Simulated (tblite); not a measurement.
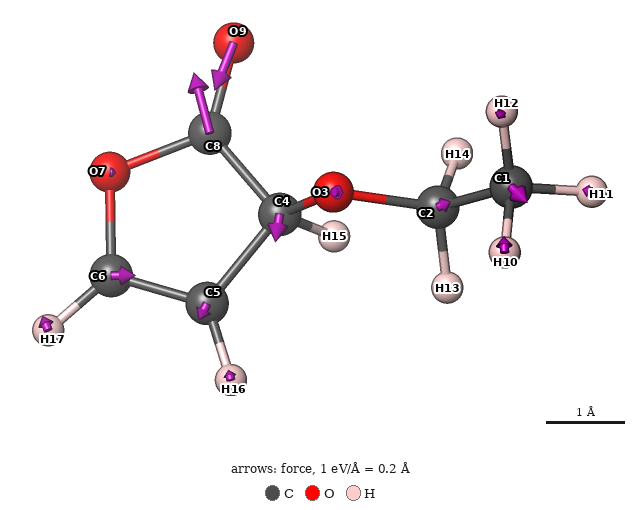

Starting geometry of C₆H₈O₃ with the computed forces as purple arrows. Style: ball-and-stick. Shown at a tilt.

Level of theory: GFN2-xTB geometry optimisation, gas phase (tblite). 

Question: Is this structure relaxed? If not, where do the atoms go?

Answer: It isn't relaxed: the largest force vector, on C8, is 4.27 eV/Å. The final displacements have little in common with the starting forces (cosine between the two patterns 0.12). The energy falls by 18.6 kcal/mol in 129 geometry steps. H13 moves most after the best rigid fit: 1.03 Å. Largest moves by element: H 1.03 Å, O 0.67 Å, C 0.49 Å. Near-neighbour distances that change, for instance: C4–C8 1.461 → 1.544 Å, C8–O9 1.239 → 1.194 Å, C1–H10 1.126 → 1.087 Å, O7–C8 1.394 → 1.354 Å. Among the angles between lasting bonds that change: O7–C6–H17 129.2° → 114.9°, C2–O3–C4 103.4° → 114.6°, C5–C6–H17 120.7° → 131.3°. Groups turn about O3–C4 by about 50°.
